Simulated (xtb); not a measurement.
**InHOF2: geometry relaxation (part 2 of 2)**

InHOF2; GFN1-xTB (xtb 6.7.1). The geometry comes from this level: GFN2-xTB.

### Output, continued
```
........................................................................
.............................. CYCLE    7 ..............................
........................................................................

 iter      E             dE          RMSdq      gap      omega  full diag
   1    -17.0892263 -0.170892E+02  0.225E-03    4.89       0.0  T
   2    -17.0892263 -0.232862E-07  0.659E-04    4.89      67.9  T
   3    -17.0892263 -0.334016E-08  0.451E-04    4.89      99.2  T
   4    -17.0892263 -0.186745E-09  0.788E-05    4.89     567.8  T
   5    -17.0892263 -0.592237E-11  0.226E-05    4.89    1980.7  T
     SCC iter.                  ...        0 min,  0.000 sec
     gradient                   ...        0 min,  0.001 sec
 * total energy  :   -17.0558169 Eh     change       -0.3929613E-06 Eh
   gradient norm :     0.0000413 Eh/α   predicted    -0.2059046E-06 ( -47.60%)
   displ. norm   :     0.0035641 α      lambda       -0.6361975E-07
   maximum displ.:     0.0026303 α      in ANC's #4, #3, #5, ...

........................................................................
.............................. CYCLE    8 ..............................
........................................................................

 iter      E             dE          RMSdq      gap      omega  full diag
   1    -17.0892252 -0.170892E+02  0.731E-04    4.89       0.0  T
   2    -17.0892252 -0.255206E-08  0.273E-04    4.89     163.6  T
   3    -17.0892252 -0.405521E-09  0.156E-04    4.89     287.3  T
   4    -17.0892252 -0.197602E-10  0.287E-05    4.89    1559.1  T
     SCC iter.                  ...        0 min,  0.000 sec
     gradient                   ...        0 min,  0.001 sec
 * total energy  :   -17.0558169 Eh     change       -0.4966029E-07 Eh
   gradient norm :     0.0000255 Eh/α   predicted    -0.3199258E-07 ( -35.58%)
   displ. norm   :     0.0002862 α      lambda        0.1011655E-08
   maximum displ.:     0.0002665 α      in ANC's #4, #7, #6, ...

   *** GEOMETRY OPTIMIZATION CONVERGED AFTER 8 ITERATIONS ***

------------------------------------------------------------------------
 total energy gain   :        -0.0033079 Eh       -2.0757 kcal/mol
 total RMSD          :         0.1485736 a0        0.0786 Å
 total power (kW/mol):        -1.0856076 (step) -556.7302 (real)
------------------------------------------------------------------------

 ANCopt (total)                0 d,  0 h,  0 min,  0.016 sec
 optimizer setup                ...        0 min,  0.000 sec (  0.267%)
 model hessian                  ...        0 min,  0.000 sec (  0.298%)
 ANC generation                 ...        0 min,  0.000 sec (  0.185%)
 coordinate transformation      ...        0 min,  0.000 sec (  0.107%)
 single point calculation       ...        0 min,  0.015 sec ( 96.676%)
 optimization log               ...        0 min,  0.000 sec (  0.726%)
 hessian update                 ...        0 min,  0.000 sec (  0.070%)
 rational function              ...        0 min,  0.000 sec (  0.861%)

================
 final structure:
================
5
 xtb: 6.7.1
O           -0.02384240498338        1.50067348714679        0.05857349089783
In           0.22332763911861       -0.41471488069252        0.14507295784466
F            1.56891060529245       -1.27668216734412        1.10254127325697
F           -0.98077588809449       -1.48427678595317       -0.80530822285851
H           -0.78761995133319        1.67499034684302       -0.50087949914095

 Bond Distances (Angstroems)
 ---------------------------
O1-In2=1.9332        O1-H5=0.9627         In2-O1=1.9332        In2-F3=1.8629        In2-F4=1.8700        F3-In2=1.8629
F4-In2=1.8700        H5-O1=0.9627
 O  H  Rav=0.9627 sigma=0.0000  Rmin=0.9627  Rmax=0.9627     1
 In O  Rav=1.9332 sigma=0.0000  Rmin=1.9332  Rmax=1.9332     1
 In F  Rav=1.8665 sigma=0.0036  Rmin=1.8629  Rmax=1.8700     2

 selected bond angles (degree)
 --------------------
H5-O1-In2=107.87               F3-In2-O1=125.01               F4-In2-O1=117.49               F4-In2-F3=117.49

 selected dihedral angles (degree)
 ---------------------------------
F3-In2-O1-H5=180.00           F4-In2-O1-H5=  0.00
           -------------------------------------------------
          |                Final Singlepoint                |
           -------------------------------------------------

          ...................................................
          :                      SETUP                      :
          :.................................................:
          :  # basis functions                  24          :
          :  # atomic orbitals                  23          :
          :  # shells                           11          :
          :  # electrons                        24          :
          :  # halogen bonds                     0          :
          :  max. iterations                   250          :
          :  Hamiltonian                  GFN1-xTB          :
          :  restarted?                      false          :
          :  GBSA solvation                  false          :
          :  PC potential                    false          :
          :  electronic temp.          300.0000000     K    :
          :  accuracy                    1.0000000          :
          :  -> integral cutoff          0.2500000E+02      :
          :  -> integral neglect         0.1000000E-07      :
          :  -> SCF convergence          0.1000000E-05 Eh   :
          :  -> wf. convergence          0.2000000E-04 e    :
          :  Broyden damping             0.4000000          :
          :  net charge                          0          :
          :  unpaired electrons                  0          :
          ...................................................

 iter      E             dE          RMSdq      gap      omega  full diag
   1    -17.0892252 -0.170892E+02  0.103E-05    4.89       0.0  T
   2    -17.0892252 -0.149214E-12  0.387E-06    4.89   11562.3  T
   3    -17.0892252  0.710543E-14  0.247E-06    4.89   18105.0  T

   *** convergence criteria satisfied after 3 iterations ***

         #    Occupation            Energy/Eh            Energy/eV
      -------------------------------------------------------------
         1        2.0000           -0.8105493             -22.0562
       ...           ...                  ...                  ...
         6        2.0000           -0.5116253             -13.9220
         7        2.0000           -0.5079792             -13.8228
         8        2.0000           -0.4978518             -13.5472
         9        2.0000           -0.4946512             -13.4601
        10        2.0000           -0.4912910             -13.3687
        11        2.0000           -0.4908036             -13.3554
        12        2.0000           -0.4898003             -13.3281 (HOMO)
        13                         -0.3101996              -8.4410 (LUMO)
        14                         -0.1633976              -4.4463
        15                         -0.1583426              -4.3087
        16                         -0.1553894              -4.2284
        17                         -0.1510962              -4.1115
       ...                                ...                  ...
        23                          0.5019389              13.6585
      -------------------------------------------------------------
                  HL-Gap            0.1796007 Eh            4.8872 eV
             Fermi-level           -0.3999999 Eh          -10.8846 eV

 SCC (total)                   0 d,  0 h,  0 min,  0.002 sec
 SCC setup                      ...        0 min,  0.000 sec (  1.397%)
 Dispersion                     ...        0 min,  0.000 sec (  0.325%)
 classical contributions        ...        0 min,  0.000 sec (  0.126%)
 integral evaluation            ...        0 min,  0.001 sec ( 34.960%)
 iterations                     ...        0 min,  0.000 sec (  9.794%)
 molecular gradient             ...        0 min,  0.001 sec ( 50.971%)
 printout                       ...        0 min,  0.000 sec (  2.197%)

         :::::::::::::::::::::::::::::::::::::::::::::::::::::
         ::                     SUMMARY                     ::
         :::::::::::::::::::::::::::::::::::::::::::::::::::::
         :: total energy             -17.055816943623 Eh    ::
         :: gradient norm              0.000025688347 Eh/a0 ::
         :: HOMO-LUMO gap              4.887184777217 eV    ::
         ::.................................................::
         :: SCC energy               -17.089225168210 Eh    ::
         :: -> electrostatic           0.088580668187 Eh    ::
         :: repulsion energy           0.034224517878 Eh    ::
         :: dispersion energy         -0.000816293291 Eh    ::
         :: halogen bond corr.         0.000000000000 Eh    ::
         :: add. restraining           0.000000000000 Eh    ::
         :: total charge              -0.000000000000 e     ::
         :::::::::::::::::::::::::::::::::::::::::::::::::::::

           -------------------------------------------------
          |                Property Printout                |
           -------------------------------------------------

    * Orbital Energies and Occupations

         #    Occupation            Energy/Eh            Energy/eV
      -------------------------------------------------------------
         1        2.0000           -0.8105493             -22.0562
         2        2.0000           -0.7950662             -21.6349
         3        2.0000           -0.7617757             -20.7290
         4        2.0000           -0.6331529             -17.2290
         5        2.0000           -0.5694745             -15.4962
         6        2.0000           -0.5116253             -13.9220
         7        2.0000           -0.5079792             -13.8228
         8        2.0000           -0.4978518             -13.5472
         9        2.0000           -0.4946512             -13.4601
        10        2.0000           -0.4912910             -13.3687
        11        2.0000           -0.4908036             -13.3554
        12        2.0000           -0.4898003             -13.3281 (HOMO)
        13                         -0.3101996              -8.4410 (LUMO)
        14                         -0.1633976              -4.4463
        15                         -0.1583426              -4.3087
        16                         -0.1553894              -4.2284
        17                         -0.1510962              -4.1115
        18                         -0.1413059              -3.8451
        19                         -0.0815602              -2.2194
        20                         -0.0544474              -1.4816
        21                          0.2429929               6.6122
        22                          0.3595972               9.7851
        23                          0.5019389              13.6585
      -------------------------------------------------------------
                  HL-Gap            0.1796007 Eh            4.8872 eV
             Fermi-level           -0.3999999 Eh          -10.8846 eV

  Mulliken/CM5 charges         n(s)   n(p)   n(d)
     1O    -0.54699 -0.77355   1.673  4.874  0.000
     2In    0.81111  0.94187   1.305  0.776  0.107
     3F    -0.29742 -0.33689   1.807  5.490  0.000
     4F    -0.31917 -0.35814   1.811  5.508  0.000
     5H     0.35246  0.52670   0.648  0.000  0.000

Wiberg/Mayer (AO) data.
largest (>0.10) Wiberg bond orders for each atom

 ---------------------------------------------------------------------------
     #   Z sym  total        # sym  WBO       # sym  WBO       # sym  WBO
 ---------------------------------------------------------------------------
     1   8 O    2.062 --     2 In   0.872     5 H    0.861     4 F    0.167
                             3 F    0.161
     2  49 In   2.452 --     1 O    0.872     3 F    0.795     4 F    0.769
     3   9 F    1.110 --     2 In   0.795     1 O    0.161     4 F    0.150
     4   9 F    1.089 --     2 In   0.769     1 O    0.167     3 F    0.150
     5   1 H    0.881 --     1 O    0.861
 ---------------------------------------------------------------------------

Topologies differ in total number of bonds
Writing topology from bond orders to xtbtopo.mol

 dipole moment from electron density (au)
     X       Y       Z
  -0.6536   0.4902  -0.4615  total (Debye):    2.385

           -------------------------------------------------
          |                Geometry Summary                 |
           -------------------------------------------------

      molecular mass/u    :      169.8222386
   center of mass at/Å    :        0.2098685      -0.4379427       0.1338826
  moments of inertia/u·Å² :        0.9280121E+02   0.1050709E+03   0.1978721E+03
rotational constants/cm⁻¹ :        0.1816532E+00   0.1604406E+00   0.8519460E-01

 * 4 selected distances

     #   Z          #   Z                                           value/Å
     1   8 O        2  49 In                                      1.9332068 (max)
     2  49 In       3   9 F                                       1.8628815
     2  49 In       4   9 F                                       1.8700409
     1   8 O        5   1 H                                       0.9626683 (min)

 * 3 distinct bonds (by element types)

   Z      Z             #   av. dist./Å        max./Å        min./Å
   1 H    8 O           1     0.9626683     0.9626683     0.9626683
   8 O   49 In          1     1.9332068     1.9332068     1.9332068
   9 F   49 In          2     1.8664612     1.8700409     1.8628815

optimized geometry written to: xtbopt.xyz

           -------------------------------------------------
          | TOTAL ENERGY              -17.055816943623 Eh   |
          | GRADIENT NORM               0.000025688347 Eh/α |
          | HOMO-LUMO GAP               4.887184777217 eV   |
           -------------------------------------------------

------------------------------------------------------------------------
------------------------------------------------------------------------
 total:
 *  cpu-time:     0 d,  0 h,  0 min,  0.024 sec
 * ratio c/w:     1.000 speedup
 SCF:
 *  cpu-time:     0 d,  0 h,  0 min,  0.003 sec
 * ratio c/w:     1.000 speedup
 ANC optimizer:
 *  cpu-time:     0 d,  0 h,  0 min,  0.018 sec
 * ratio c/w:     1.000 speedup
```

### File xtbopt.xyz
```
5
 energy: -17.055816943623 gnorm: 0.000025688347 xtb: 6.7.1
O           -0.02384240498338        1.50067348714679        0.05857349089783
In           0.22332763911861       -0.41471488069252        0.14507295784466
F            1.56891060529245       -1.27668216734412        1.10254127325697
F           -0.98077588809449       -1.48427678595317       -0.80530822285851
H           -0.78761995133319        1.67499034684302       -0.50087949914095
```

### Trajectory as extended XYZ (Å, eV, eV/Å), 8 frames, from step=0 to step=7
```
5
Properties=species:S:1:pos:R:3 step=0 energy=-464.02241
O    -0.0431    1.5003    0.0401
In    0.2550   -0.4022    0.1684
F     1.6603   -1.3102    1.1702
F    -1.0591   -1.4289   -0.8616
H    -0.8132    1.6409   -0.5172
5
Properties=species:S:1:pos:R:3 step=1 energy=-464.08204
O    -0.0350    1.4986    0.0476
In    0.2456   -0.4134    0.1608
F     1.6283   -1.2917    1.1470
F    -1.0339   -1.4328   -0.8427
H    -0.8051    1.6393   -0.5127
5
Properties=species:S:1:pos:R:3 step=2 energy=-464.10946
O    -0.0259    1.4959    0.0563
In    0.2334   -0.4215    0.1516
F     1.5738   -1.2730    1.1067
F    -0.9870   -1.4430   -0.8078
H    -0.7944    1.6416   -0.5069
5
Properties=species:S:1:pos:R:3 step=3 energy=-464.11187
O    -0.0267    1.4996    0.0555
In    0.2325   -0.4149    0.1517
F     1.5786   -1.2797    1.1099
F    -0.9899   -1.4554   -0.8108
H    -0.7945    1.6505   -0.5063
5
Properties=species:S:1:pos:R:3 step=4 energy=-464.11228
O    -0.0258    1.5013    0.0566
In    0.2288   -0.4124    0.1494
F     1.5722   -1.2811    1.1049
F    -0.9832   -1.4695   -0.8065
H    -0.7920    1.6617   -0.5043
5
Properties=species:S:1:pos:R:3 step=5 energy=-464.11241
O    -0.0247    1.5015    0.0578
In    0.2250   -0.4133    0.1464
F     1.5689   -1.2794    1.1024
F    -0.9800   -1.4811   -0.8046
H    -0.7892    1.6723   -0.5021
5
Properties=species:S:1:pos:R:3 step=6 energy=-464.11242
O    -0.0241    1.5010    0.0583
In    0.2238   -0.4142    0.1455
F     1.5688   -1.2777    1.1025
F    -0.9804   -1.4835   -0.8050
H    -0.7881    1.6743   -0.5012
5
Properties=species:S:1:pos:R:3 step=7 energy=-464.11242
O    -0.0238    1.5007    0.0586
In    0.2233   -0.4147    0.1451
F     1.5689   -1.2767    1.1025
F    -0.9808   -1.4843   -0.8053
H    -0.7876    1.6750   -0.5009
```

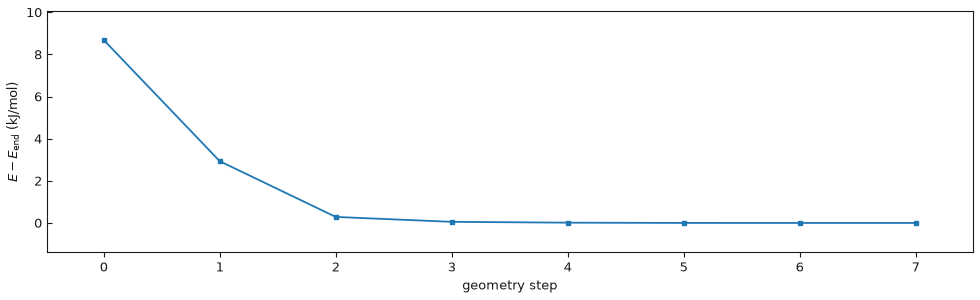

Figure 1. Progress of the relaxation, step by step (steps are counted from 0).

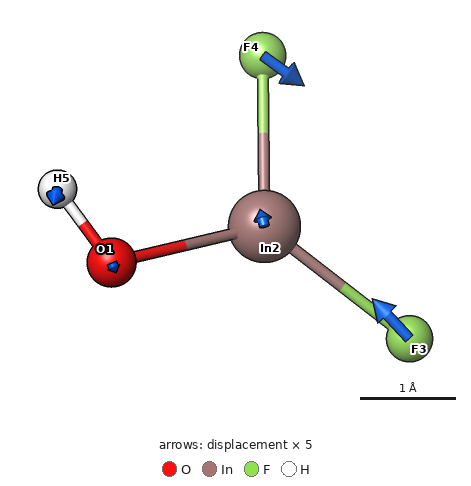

Figure 2. The starting structure with the displacements as blue arrows, magnified 5 times (ball-and-stick view, seen at a tilt). The two geometries are laid on each other by the best rigid fit. F3 moves most after the best rigid fit: 0.12 Å. Largest moves by element: F 0.12 Å, H 0.04 Å, In 0.04 Å, O 0.03 Å. Among the contacts that change: In2–F4 1.960 → 1.870 Å, In2–F3 1.950 → 1.863 Å. Among the angles that change: O1–In2–F4 112.2° → 117.5°, F3–In2–F4 120.6° → 117.5°, O1–In2–F3 127.2° → 125.0°. After 7 geometry steps the energy has fallen by 8.68 kJ/mol. (Atoms are counted from 1 in the order of the input.)

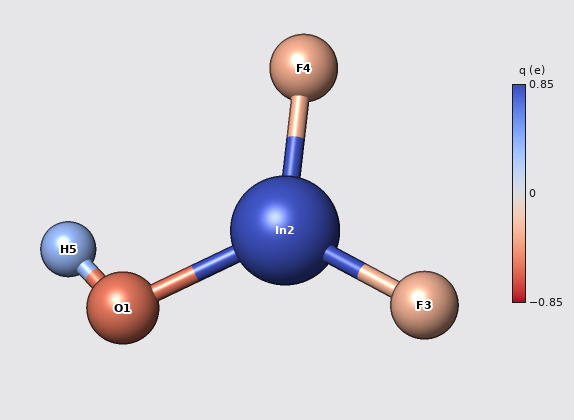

Figure 3. Mulliken charges, as the colour of each atom (ball-and-stick view, seen at a tilt; atoms are numbered from 1 in the order of the input). By element: O −0.55, In +0.81, F −0.32 to −0.30 and H +0.35 e.

The run was set up as follows.

### The input (input.xyz)
```
5

O     -0.043110     1.500300     0.040120
In     0.255050    -0.402180     0.168360
F      1.660280    -1.310180     1.170240
F     -1.059050    -1.428860    -0.861560
H     -0.813170     1.640910    -0.517160
```

Command:
```bash
xtb input.xyz --gfn 1 --opt vtight > out.txt 2> xtb.err
```

### Key numbers

```json
{"quantity": "outcome", "value": "converged"}
{"quantity": "electrons treated", "value": "24"}
{"quantity": "total energy", "value": "−17.055817 hartree"}
{"quantity": "dispersion energy", "value": "−0.000816 hartree"}
{"quantity": "basis functions", "value": "24"}
{"quantity": "HOMO", "value": "−13.33 eV"}
{"quantity": "LUMO", "value": "−8.44 eV"}
{"quantity": "dipole moment", "value": "2.38 D"}
{"quantity": "hardware", "value": "1 thread of Intel Xeon (Granite Rapids), 64 GiB of memory available, shared host"}
{"quantity": "peak memory", "value": "0.071 GiB"}
```
